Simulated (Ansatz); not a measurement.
Where the default PAW files enter, the runs use the earlier of Ansatz's two default sets.

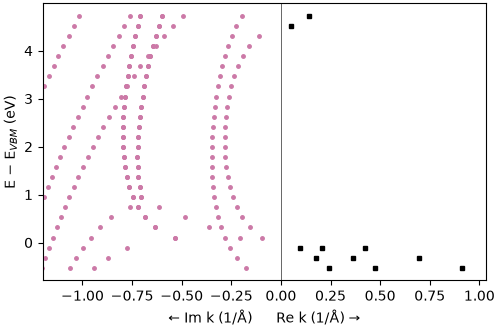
Fig. 1. Complex bands at the centre of the two-dimensional zone; Ansatz (an electronic-structure program) with r2SCAN

The gap is the functional's own, uncorrected, and κ follows it; spin-orbit coupling is left out. Mid-gap values are interpolated between the computed energies.

**Question.** This is NaI (Fm-3m, rock salt, 2 atoms a cell, 33.3 Å³ an atom) along the normal of (110). Read off the slowest decay at the centre of the two-dimensional zone at 2.21 eV, the computed energy nearest the middle of the gap.

**Answer.** κ ≈ 0.28 1/Å, a decay length 1/(2κ) of the density of 1.8 Å.
